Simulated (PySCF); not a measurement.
# CH8FGaN2: geometry relaxation (part 1 of 2)

System: CH8FGaN2.
Method: PBE0-D3(BJ)/def2-SVP geometry optimisation, gas phase (PySCF 2.14.0).

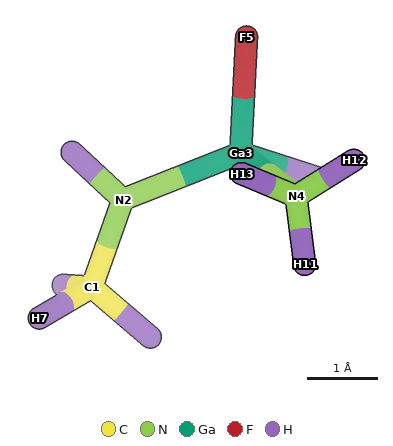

**Figure 1.** The input geometry (stick view, seen at a tilt; atoms are numbered from 1 in the order of the input). Sticks mark near contacts. Bond lengths as drawn: C–H 1.09 to 1.11 Å, C–N 1.43 Å, F–Ga 1.77 Å, Ga–H 1.54 Å, Ga–N 1.83 to 2.22 Å and H–N 1.00 to 1.01 Å.

The input:
```
{"job": {"xc": "PBE0", "basis": "def2-SVP", "d3": "d3bj", "grid": 1, "shake": 0.01, "kind": "geom"}, "charge": 0, "multiplicity": 1}
C     -1.844330     0.233410    -0.920940
N     -0.882950    -0.645730    -0.336070
Ga     0.207080    -0.262510     1.088860
N      2.028470     0.388010    -0.007060
F      1.119720    -1.688490     1.612510
H     -1.556850     1.294330    -0.754840
H     -1.916200     0.092400    -2.006530
H     -2.853470     0.140490    -0.510810
H     -1.210680    -1.594100    -0.374080
H      0.055440     0.800220     2.191090
H      1.989740     1.241110    -0.538670
H      2.813860     0.376910     0.615890
H      2.055970    -0.392930    -0.653420
```

The first line tells a small driver script what to run in PySCF; the rest is the geometry in Å.

Hardware: 1 CPU thread, shared host.

Command:
```bash
OMP_NUM_THREADS=1 python <driver script> task.json out
```

Log:
```
step   0  E = -2176.23533261  max force = 0.025312
step   1  E = -2176.23917953  max force = 0.007713
step   2  E = -2176.23964619  max force = 0.002638
step   3  E = -2176.23985344  max force = 0.001593
step   4  E = -2176.23996316  max force = 0.001925
step   5  E = -2176.24015819  max force = 0.002111
step   6  E = -2176.24029879  max force = 0.001549
step   7  E = -2176.24037367  max force = 0.000755
step   8  E = -2176.24040471  max force = 0.000512
step   9  E = -2176.24042978  max force = 0.001004
step  10  E = -2176.24047532  max force = 0.001409
step  11  E = -2176.24059521  max force = 0.002397
step  12  E = -2176.24071468  max force = 0.004749
step  13  E = -2176.24095349  max force = 0.002607
step  14  E = -2176.24126460  max force = 0.001011
step  15  E = -2176.24159176  max force = 0.003147
step  16  E = -2176.24166957  max force = 0.002477
step  17  E = -2176.24174935  max force = 0.000820
step  18  E = -2176.24177856  max force = 0.000587
step  19  E = -2176.24178757  max force = 0.000468
step  20  E = -2176.24179434  max force = 0.000411
optimisation converged
```

Trajectory as extended XYZ (Å, eV, eV/Å), 21 frames, from step=0 to step=20:
```
13
Properties=species:S:1:pos:R:3:forces:R:3 step=0 energy=-59218.37971
C    -1.8443    0.2334   -0.9209    0.2981   0.7281   0.0949
N    -0.8830   -0.6457   -0.3361    0.1828   0.0246   0.0600
Ga    0.2071   -0.2625    1.0889    0.5145   0.2101  -0.1481
N     2.0285    0.3880   -0.0071   -1.3016  -0.4059   0.1231
F     1.1197   -1.6885    1.6125    0.0683  -0.3553   0.0415
H    -1.5569    1.2943   -0.7548   -0.0479  -0.2250  -0.1191
H    -1.9162    0.0924   -2.0065   -0.0923   0.0401  -0.3513
H    -2.8535    0.1405   -0.5108   -0.5208  -0.0591   0.1491
H    -1.2107   -1.5941   -0.3741    0.0565  -0.6040  -0.0391
H     0.0554    0.8002    2.1911   -0.1362   0.3929   0.2270
H     1.9897    1.2411   -0.5387    0.0682   0.4967  -0.2049
H     2.8139    0.3769    0.6159    0.6377  -0.0623   0.2903
H     2.0560   -0.3929   -0.6534    0.2726  -0.1810  -0.1234
13
Properties=species:S:1:pos:R:3:forces:R:3 step=1 energy=-59218.48439
C    -1.8615    0.3312   -0.8969   -0.0430  -0.1197  -0.0147
N    -0.8805   -0.5662   -0.3417   -0.0381   0.0288   0.0521
Ga    0.2472   -0.1816    1.0773    0.0817  -0.3966   0.0505
N     2.0349    0.1838   -0.0084    0.0592   0.2126   0.2277
F     0.9556   -1.7183    1.6923   -0.1762   0.2852  -0.0096
H    -1.5675    1.3774   -0.7175    0.0105   0.0623  -0.0008
H    -1.9590    0.2226   -1.9970   -0.0004   0.0174   0.0494
H    -2.8843    0.2240   -0.4778    0.0227   0.0011  -0.0014
H    -1.1559   -1.5422   -0.4130    0.0477   0.0612  -0.0431
H     0.0935    1.0276    2.0760    0.0610  -0.0651  -0.1084
H     2.0252    1.0701   -0.5142    0.0976  -0.0919  -0.0253
H     2.8521    0.1550    0.6056   -0.0713   0.0194  -0.1170
H     2.1123   -0.5783   -0.6802   -0.0515  -0.0146  -0.0593
13
Properties=species:S:1:pos:R:3:forces:R:3 step=2 energy=-59218.49709
C    -1.8708    0.3314   -0.8924   -0.0285  -0.0110   0.0315
N    -0.8800   -0.5647   -0.3549    0.0054   0.0034   0.0395
Ga    0.2449   -0.1922    1.0672    0.0233  -0.1357  -0.0028
N     2.0455    0.1832   -0.0018   -0.0159   0.0641   0.0740
F     0.9432   -1.7004    1.7291   -0.0828   0.0560  -0.0063
H    -1.5873    1.3797   -0.6975   -0.0001  -0.0030  -0.0014
H    -1.9727    0.2414   -1.9923    0.0035   0.0013   0.0030
H    -2.8898    0.2066   -0.4704    0.0047   0.0019   0.0038
H    -1.1482   -1.5399   -0.4424    0.0286  -0.0045  -0.0518
H     0.0940    1.0264    2.0412    0.0224   0.0411  -0.0212
H     2.0513    1.0601   -0.5208    0.0382  -0.0048  -0.0222
H     2.8607    0.1562    0.6104    0.0159  -0.0079  -0.0221
H     2.1213   -0.5829   -0.6708   -0.0147  -0.0009  -0.0240
13
Properties=species:S:1:pos:R:3:forces:R:3 step=3 energy=-59218.50272
C    -1.8872    0.3281   -0.8837   -0.0227   0.0338   0.0255
N    -0.8756   -0.5578   -0.3700    0.0015   0.0337   0.0082
Ga    0.2436   -0.1846    1.0535   -0.0444   0.0351  -0.0210
N     2.0665    0.1813    0.0072   -0.0407  -0.0415  -0.0287
F     0.8922   -1.6940    1.7406    0.0425  -0.0819   0.0396
H    -1.6243    1.3785   -0.6691   -0.0022  -0.0190  -0.0020
H    -1.9937    0.2590   -1.9840   -0.0051  -0.0012  -0.0182
H    -2.9000    0.1736   -0.4576   -0.0063  -0.0012   0.0029
H    -1.1256   -1.5351   -0.4795    0.0387  -0.0252  -0.0273
H     0.1033    1.0483    2.0094    0.0024   0.0509  -0.0115
H     2.1001    1.0530   -0.5190   -0.0107   0.0351   0.0061
H     2.8793    0.1401    0.6202    0.0405  -0.0210   0.0233
H     2.1335   -0.5853   -0.6635    0.0066   0.0024   0.0031
13
Properties=species:S:1:pos:R:3:forces:R:3 step=4 energy=-59218.50571
C    -1.9002    0.3288   -0.8762   -0.0209   0.0171   0.0213
N    -0.8702   -0.5484   -0.3830   -0.0056   0.0205  -0.0012
Ga    0.2427   -0.1812    1.0460   -0.0286   0.0990   0.0085
N     2.0762    0.1727    0.0116   -0.0017  -0.0728  -0.0521
F     0.8780   -1.6851    1.7578    0.0409  -0.0739   0.0151
H    -1.6571    1.3789   -0.6398    0.0038  -0.0118   0.0024
H    -2.0084    0.2816   -1.9778    0.0002  -0.0055  -0.0061
H    -2.9086    0.1456   -0.4511   -0.0024  -0.0032   0.0003
H    -1.0994   -1.5281   -0.5155    0.0281  -0.0143  -0.0238
H     0.1092    1.0691    1.9823   -0.0132   0.0265  -0.0131
H     2.1230    1.0431   -0.5167   -0.0278   0.0249   0.0248
H     2.8883    0.1226    0.6258    0.0131  -0.0188   0.0191
H     2.1387   -0.5946   -0.6592    0.0141   0.0124   0.0048
13
Properties=species:S:1:pos:R:3:forces:R:3 step=5 energy=-59218.51102
C    -1.9339    0.3286   -0.8562   -0.0106  -0.0156   0.0000
N    -0.8562   -0.5178   -0.4114   -0.0116   0.0177  -0.0105
Ga    0.2437   -0.1594    1.0279    0.0131   0.1086   0.0418
N     2.1017    0.1472    0.0201    0.0480  -0.1043  -0.0589
F     0.8425   -1.6637    1.7758    0.0335  -0.0157  -0.0121
H    -1.7415    1.3758   -0.5689    0.0028   0.0025   0.0044
H    -2.0473    0.3291   -1.9585    0.0005  -0.0013   0.0072
H    -2.9280    0.0718   -0.4354    0.0006  -0.0026  -0.0014
H    -1.0313   -1.5002   -0.5975    0.0097   0.0009  -0.0059
H     0.1228    1.1222    1.9263   -0.0317  -0.0183  -0.0127
H     2.1793    1.0199   -0.5018   -0.0363   0.0095   0.0386
H     2.9083    0.0680    0.6402   -0.0314  -0.0066   0.0102
H     2.1521   -0.6165   -0.6561    0.0135   0.0252  -0.0008
13
Properties=species:S:1:pos:R:3:forces:R:3 step=6 energy=-59218.51484
C    -1.9680    0.3261   -0.8354    0.0021  -0.0365  -0.0097
N    -0.8423   -0.4812   -0.4375   -0.0111   0.0175  -0.0180
Ga    0.2484   -0.1321    1.0104    0.0437   0.0660   0.0373
N     2.1258    0.1180    0.0248    0.0492  -0.0797  -0.0421
F     0.8233   -1.6358    1.7837    0.0142   0.0243  -0.0177
H    -1.8283    1.3666   -0.4992   -0.0001   0.0117   0.0063
H    -2.0906    0.3720   -1.9359    0.0025   0.0009   0.0127
H    -2.9429   -0.0048   -0.4215    0.0025  -0.0005  -0.0006
H    -0.9637   -1.4609   -0.6744   -0.0081   0.0058   0.0077
H     0.1322    1.1705    1.8787   -0.0335  -0.0362  -0.0027
H     2.2308    0.9968   -0.4819   -0.0196  -0.0019   0.0312
H     2.9221    0.0074    0.6539   -0.0495   0.0015   0.0047
H     2.1653   -0.6373   -0.6612    0.0076   0.0271  -0.0092
13
Properties=species:S:1:pos:R:3:forces:R:3 step=7 energy=-59218.51688
C    -1.9922    0.3217   -0.8198    0.0072  -0.0250  -0.0066
N    -0.8328   -0.4523   -0.4546   -0.0017   0.0067  -0.0169
Ga    0.2557   -0.1094    0.9968    0.0388   0.0051   0.0116
N     2.1421    0.0970    0.0236    0.0132  -0.0170  -0.0205
F     0.8223   -1.6120    1.7816   -0.0013   0.0300  -0.0056
H    -1.8899    1.3560   -0.4522   -0.0034   0.0093   0.0046
H    -2.1248    0.3962   -1.9174    0.0014   0.0031   0.0081
H    -2.9498   -0.0604   -0.4100    0.0015   0.0013   0.0011
H    -0.9193   -1.4279   -0.7222   -0.0119   0.0011   0.0135
H     0.1331    1.1986    1.8538   -0.0176  -0.0258   0.0052
H     2.2667    0.9836   -0.4642    0.0074  -0.0040   0.0136
H     2.9256   -0.0392    0.6630   -0.0349  -0.0031   0.0048
H     2.1755   -0.6470   -0.6741    0.0013   0.0180  -0.0129
13
Properties=species:S:1:pos:R:3:forces:R:3 step=8 energy=-59218.51772
C    -1.9988    0.3191   -0.8145    0.0025  -0.0037   0.0014
N    -0.8308   -0.4453   -0.4581    0.0065  -0.0054  -0.0111
Ga    0.2610   -0.1029    0.9916    0.0132  -0.0242  -0.0059
N     2.1462    0.0937    0.0186   -0.0151   0.0263  -0.0077
F     0.8324   -1.6040    1.7757   -0.0032   0.0152   0.0036
H    -1.9049    1.3529   -0.4428   -0.0028   0.0021   0.0024
H    -2.1370    0.3973   -1.9109   -0.0003   0.0029   0.0017
H    -2.9510   -0.0737   -0.4020    0.0000   0.0001   0.0016
H    -0.9122   -1.4208   -0.7275   -0.0071  -0.0024   0.0102
H     0.1284    1.1990    1.8543   -0.0015  -0.0060   0.0045
H     2.2782    0.9860   -0.4563    0.0205   0.0008   0.0047
H     2.9219   -0.0544    0.6640   -0.0101  -0.0129   0.0054
H     2.1788   -0.6417   -0.6878   -0.0026   0.0072  -0.0109
13
Properties=species:S:1:pos:R:3:forces:R:3 step=9 energy=-59218.51841
C    -2.0049    0.3152   -0.8084   -0.0034   0.0155   0.0072
N    -0.8302   -0.4425   -0.4606    0.0129  -0.0168  -0.0069
Ga    0.2666   -0.0994    0.9855   -0.0157  -0.0311  -0.0152
N     2.1496    0.0961    0.0117   -0.0314   0.0517  -0.0015
F     0.8439   -1.5989    1.7674    0.0034  -0.0054   0.0106
H    -1.9152    1.3495   -0.4360   -0.0010  -0.0041   0.0008
H    -2.1505    0.3942   -1.9036   -0.0016   0.0017  -0.0035
H    -2.9520   -0.0834   -0.3902   -0.0013  -0.0016   0.0017
H    -0.9108   -1.4189   -0.7271   -0.0024  -0.0051   0.0047
H     0.1256    1.1948    1.8567    0.0106   0.0118   0.0013
H     2.2928    0.9953   -0.4461    0.0245   0.0069   0.0033
H     2.9169   -0.0698    0.6622    0.0113  -0.0220   0.0037
H     2.1804   -0.6269   -0.7072   -0.0059  -0.0016  -0.0064
13
Properties=species:S:1:pos:R:3:forces:R:3 step=10 energy=-59218.51965
C    -2.0194    0.3059   -0.7930   -0.0105   0.0393   0.0127
N    -0.8295   -0.4373   -0.4675    0.0216  -0.0355   0.0011
Ga    0.2772   -0.0936    0.9715   -0.0578  -0.0244  -0.0200
N     2.1568    0.1040   -0.0021   -0.0395   0.0724   0.0038
F     0.8659   -1.5899    1.7502    0.0159  -0.0339   0.0165
H    -1.9389    1.3395   -0.4161    0.0019  -0.0109  -0.0014
H    -2.1825    0.3893   -1.8853   -0.0029  -0.0002  -0.0088
H    -2.9546   -0.1079   -0.3629   -0.0023  -0.0031   0.0014
H    -0.9062   -1.4149   -0.7310    0.0031  -0.0064  -0.0046
H     0.1266    1.1894    1.8565    0.0230   0.0321  -0.0053
H     2.3296    1.0177   -0.4188    0.0236   0.0154   0.0069
H     2.9074   -0.1087    0.6537    0.0361  -0.0335  -0.0009
H     2.1797   -0.5883   -0.7507   -0.0122  -0.0113  -0.0013
13
Properties=species:S:1:pos:R:3:forces:R:3 step=11 energy=-59218.52291
C    -2.0530    0.2822   -0.7534   -0.0197   0.0735   0.0153
N    -0.8289   -0.4267   -0.4829    0.0362  -0.0713   0.0228
Ga    0.2996   -0.0816    0.9399   -0.1232   0.0111  -0.0093
N     2.1714    0.1285   -0.0348   -0.0293   0.0843  -0.0006
F     0.9189   -1.5721    1.7073    0.0397  -0.0758   0.0181
H    -1.9927    1.3125   -0.3632    0.0067  -0.0184  -0.0050
H    -2.2574    0.3771   -1.8375   -0.0047  -0.0035  -0.0145
H    -2.9584   -0.1677   -0.2969   -0.0028  -0.0047   0.0014
H    -0.8942   -1.4061   -0.7435    0.0103  -0.0052  -0.0237
H     0.1369    1.1795    1.8529    0.0334   0.0572  -0.0182
H     2.4210    1.0670   -0.3425    0.0128   0.0274   0.0223
H     2.8804   -0.2099    0.6141    0.0673  -0.0519  -0.0105
H     2.1687   -0.4775   -0.8550   -0.0266  -0.0227   0.0019
```
